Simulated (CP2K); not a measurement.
# PM6 run of BH2F− (SMILES [BH2-]F)

Aim: the energy change on altering one bond length of BH2F− at PM6, from 2 runs. 

The calculation is run with CP2K 2026.2.

1 further run of the same task is left out (it didn't finish).

**1. The structure to begin with**

BH2F−: 4 atoms, total charge -1, spin state doublet. As SMILES, `[BH2-]F`. Geometry: relaxed at GFN2-xTB.

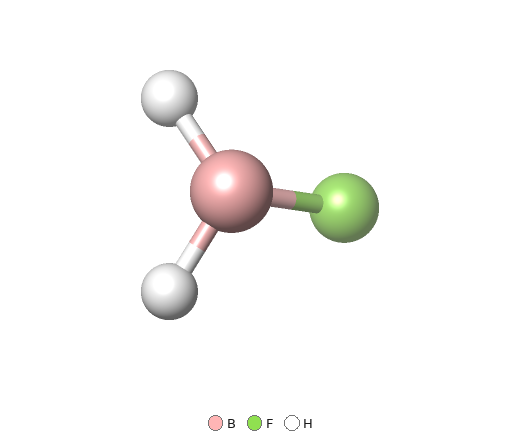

Viewed from a chosen angle; boron pink, fluorine green, hydrogen white.

**2. Energy and gradient at PM6**

Input file mol.inp:

```
&global
  project mol
  run_type ENERGY_FORCE
  print_level MEDIUM
&end
&force_eval
  method QS
  &dft
    charge -1
    multiplicity 2
    spin_polarized T
    # Quickstep
    &qs
      method PM6
      eps_default 1.0E-10
      &se
        &coulomb
          cutoff [angstrom] 50
          rc_range [angstrom] 0
        &end
        &exchange
          cutoff [angstrom] 50
          rc_range [angstrom] 0
        &end
      &end
    &end
    # isolated system
    &poisson
      periodic NONE
      poisson_solver ANALYTIC
    &end
    &scf
      scf_guess ATOMIC
      eps_scf 1.0E-06
      max_scf 150
      added_mos 4
      &diagonalization
        algorithm STANDARD
      &end
      &mixing
        method DIRECT_P_MIXING
        alpha 0.4
      &end
    &end
    # extra output
    &print
      &moments
        periodic F
        reference COM
        max_moment 1
      &end
      &mo ON
        energies T
        occupation_numbers T
        ndigits 6
        &each
          qs_scf 0
        &end
        add_last NUMERIC
      &end
      &hirshfeld OFF
      &end
    &end
  &end
  # structure
  &subsys
    # box in angstrom
    &cell
      abc 14.2 13 13.8
      periodic NONE
    &end
    &coord
      B     -0.086340     0.304430     0.102380
      F      1.031910    -0.468820     0.732960
      H     -1.140340    -0.333670     0.256190
      H      0.194760     0.498060    -1.091520
    &end
    &topology
      &center_coordinates
      &end
    &end
  &end
  &print
    &forces ON
    &end
  &end
&end
```

Started as:

```
$ OMP_NUM_THREADS=1 cp2k.psmp -i mol.inp > mol.out 2>&1
```

Standard output:

```text
CP2K| version string:                                       CP2K version 2026.2
[...]
 GLOBAL| Method name                                                        CP2K
[...]
 GLOBAL| Run type                                                   ENERGY_FORCE
[...]
 *** WARNING in qs_environment.F:2210 :: More added MOs requested than     ***
 *** available. The full set of unoccupied MOs will be used. Use           ***
 *** 'ADDED_MOS -1' to always use all available MOs and to get rid of this ***
[...]
                             - Atoms:                                          4
[...]
                             - Spherical basis functions:                     10
[...]
 Number of electrons:                                                          7
[...]
     1 P_Mix/Diag. 0.40E+00    0.0     0.45369729       -18.6510060557 -1.87E+01
[...]
    17 DIIS/Diag.  0.25E-06    0.0     0.00000093       -20.3667674531 -6.51E-12
  *** SCF run converged in    17 steps ***
  Core-core repulsion energy [eV]:                            287.42269845737837
  Core Hamiltonian energy [eV]:                              -938.01738314423483
  Two-electron integral energy [eV]:                          192.77351520861302
  Electronic energy [eV]:                                    -841.63062553992836
  Total energy [eV]:                                         -554.20792708254999
  Atomic reference energy [eV]:                               551.41055310338345
  Heat of formation [kcal/mol]:                               -64.50898156131592
[...]
 SE_DIPOLE| Moment [Debye]         -1.27609089       1.57581520      -0.29169016
 SE_DIPOLE| Derivative [a.u.]       0.00000000       0.00000000       0.00000000
 ENERGY| Total FORCE_EVAL ( QS ) energy [hartree]            -20.366767453068050
 FORCES| Atomic forces [hartree/bohr]
 FORCES|   Atom     x               y               z               |f|
 FORCES|      1  1.97886166E-02 -4.61036213E-02 -8.88684848E-03   5.09520296E-02
 FORCES|      2 -3.73389867E-02  2.84369711E-02 -1.94396919E-02   5.08012094E-02
 FORCES|      3  2.12646426E-02  1.66141563E-02  1.54610691E-03   2.70297181E-02
 FORCES|      4 -3.71427249E-03  1.05249387E-03  2.67804335E-02   2.70572575E-02
 FORCES| Sum     0.00000000E+00  1.38777878E-17 -1.35308431E-16
 FORCES| Total atomic force                                       1.36018251E-16
[...]
```

It took 0.86 s on 1 thread of Intel Xeon 6975P-C (Granite Rapids), shared host; peak memory 0.18 GiB.

**3. The distorted shape, same level**

Input file molecule.inp:

```
&GLOBAL
   PROJECT molecule
   RUN_TYPE ENERGY_FORCE
   PRINT_LEVEL MEDIUM
&END GLOBAL

&FORCE_EVAL
   METHOD Quickstep
   &DFT
      CHARGE -1
      MULTIPLICITY 2
      UKS T
      &QS
         METHOD PM6
         EPS_DEFAULT 1.0E-10
         &SE
            &COULOMB
               CUTOFF [angstrom] 50
               RC_RANGE [angstrom] 0
            &END COULOMB
            &EXCHANGE
               CUTOFF [angstrom] 50
               RC_RANGE [angstrom] 0
            &END EXCHANGE
         &END SE
      &END QS
      # isolated system
      &POISSON
         PERIODIC NONE
         POISSON_SOLVER ANALYTIC
      &END POISSON
      # self-consistent field
      &SCF
         SCF_GUESS ATOMIC
         EPS_SCF 1.0E-06
         MAX_SCF 150
         ADDED_MOS 4
         &DIAGONALIZATION
            ALGORITHM STANDARD
         &END DIAGONALIZATION
         &MIXING
            METHOD DIRECT_P_MIXING
            ALPHA 0.4
         &END MIXING
      &END SCF
      &PRINT
         &MOMENTS
            PERIODIC F
            REFERENCE COM
            MAX_MOMENT 1
         &END MOMENTS
         &MO ON
            ENERGIES T
            OCCUPATION_NUMBERS T
            NDIGITS 6
            &EACH
               QS_SCF 0
            &END EACH
            ADD_LAST NUMERIC
         &END MO
         &HIRSHFELD OFF
         &END HIRSHFELD
      &END PRINT
   &END DFT
   # atoms, cell and kinds
   &SUBSYS
      &CELL
         ABC [angstrom] 14.3 13 13.8
         PERIODIC NONE
      &END CELL
      &COORD
         B      0.019028     0.368221     0.087004
         F      1.137278    -0.405029     0.717584
         H     -1.140340    -0.333670     0.256190
         H      0.300128     0.561851    -1.106896
      &END COORD
      &TOPOLOGY
         &CENTER_COORDINATES
         &END CENTER_COORDINATES
      &END TOPOLOGY
   &END SUBSYS
   &PRINT
      &FORCES ON
      &END FORCES
   &END PRINT
&END FORCE_EVAL
```

Started as:

```
$ OMP_NUM_THREADS=1 cp2k.psmp -i molecule.inp -o molecule.out
```

Standard output:

```text
CP2K| version string:                                       CP2K version 2026.2
[...]
 GLOBAL| Method name                                                        CP2K
[...]
 GLOBAL| Run type                                                   ENERGY_FORCE
[...]
 *** WARNING in qs_environment.F:2210 :: More added MOs requested than     ***
 *** available. The full set of unoccupied MOs will be used. Use           ***
 *** 'ADDED_MOS -1' to always use all available MOs and to get rid of this ***
[...]
                             - Atoms:                                          4
[...]
                             - Spherical basis functions:                     10
[...]
 Number of electrons:                                                          7
[...]
     1 P_Mix/Diag. 0.40E+00    0.0     0.45385017       -18.6793584021 -1.87E+01
[...]
    18 DIIS/Diag.  0.19E-06    0.0     0.00000040       -20.3551292554 -5.20E-11
  *** SCF run converged in    18 steps ***
  Core-core repulsion energy [eV]:                            283.99237411570681
  Core Hamiltonian energy [eV]:                              -937.17319005441175
  Two-electron integral energy [eV]:                          198.57916064310103
  Electronic energy [eV]:                                    -837.88360973286126
  Total energy [eV]:                                         -553.89123561715439
  Atomic reference energy [eV]:                               551.41055310338345
  Heat of formation [kcal/mol]:                               -57.20590229698524
[...]
 SE_DIPOLE| Moment [Debye]         -1.36794905       1.52076458      -0.27601599
 SE_DIPOLE| Derivative [a.u.]       0.00000000       0.00000000       0.00000000
 ENERGY| Total FORCE_EVAL ( QS ) energy [hartree]            -20.355129255351084
 FORCES| Atomic forces [hartree/bohr]
 FORCES|   Atom     x               y               z               |f|
 FORCES|      1 -1.36631155E-02 -6.61675165E-02 -2.41374494E-03   6.76065613E-02
 FORCES|      2 -3.96070845E-02  2.85926630E-02 -1.99680592E-02   5.27729562E-02
 FORCES|      3  5.80049416E-02  3.71683159E-02 -4.53239750E-03   6.90405647E-02
 FORCES|      4 -4.73474155E-03  4.06537603E-04  2.69142016E-02   2.73305196E-02
 FORCES| Sum     6.93889390E-18  2.22044605E-16 -6.93889390E-17
 FORCES| Total atomic force                                       2.32737577E-16
[...]
```

It took 0.84 s on 1 thread of Intel Xeon 6975P-C (Granite Rapids), shared host; peak memory 0.19 GiB.

**4. What came out**

Level: PM6.

| quantity | value |
| --- | --- |
| first shape: total energy | -20.36677 Eh |
| first shape: HOMO energy (highest over α and β) | -1.28 eV |
| first shape: LUMO energy (lowest over α and β) | 6.91 eV |
| first shape: heat of formation at this unrelaxed shape | -64.5 kcal/mol |
| first shape: largest force on an atom | 2.620 eV/Å |
| distorted shape: total energy | -20.35513 Eh |
| distorted shape: HOMO energy (highest over α and β) | -1.27 eV |
| distorted shape: LUMO energy (lowest over α and β) | 6.88 eV |
| distorted shape: heat of formation at this unrelaxed shape | -57.2 kcal/mol |
| distorted shape: largest force on an atom | 3.550 eV/Å |
| energy change with the B1–H3 bond stretched from 1.242 to 1.366 Å | 0.317 eV |

What this shows: With the B1–H3 bond stretched from 1.242 to 1.366 Å the energy rises by 0.32 eV (30.6 kJ/mol). The first shape isn't relaxed at this level, so the change isn't measured from a minimum. The largest force (first shape) is 2.62 eV/Å: the shape isn't a stationary point for this species at this level.
